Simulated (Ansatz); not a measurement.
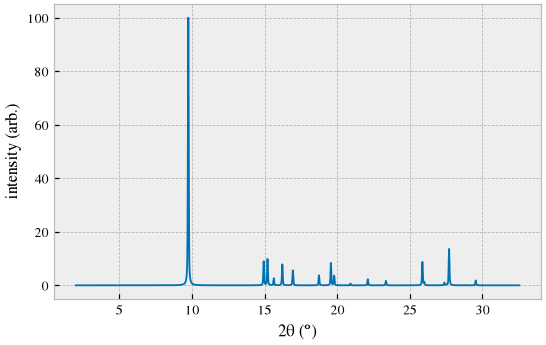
Figure. Simulated powder pattern, Ag Kα, λ = 0.560885 Å

The pattern belongs to a structure relaxed with PBE+D3(BJ) in the plane-wave PAW code Ansatz.

### Question
Which of these materials gives this?
A) BP, Pnma (B on 4c, P on 4c)
B) BAs, Pnma (B on 4c, As on 4c)
C) Si2MoN4, P6_3/mmc (Mo on 2c, N on 4f, Si on 4f, N on 4e)
D) BN, P6_3mc (Pearson symbol hP12)

### Answer
D, BN, P6_3mc (Pearson symbol hP12)

The start of the workflow was typed in or built on a structure type. Its sites differ from those of the usual phase in this space group: another stacking or structure type. Symmetry was held in the PBE+D3(BJ) relaxation; whether a distortion lowers the energy is not shown.

Potentials: the earlier of the program's two PAW sets.
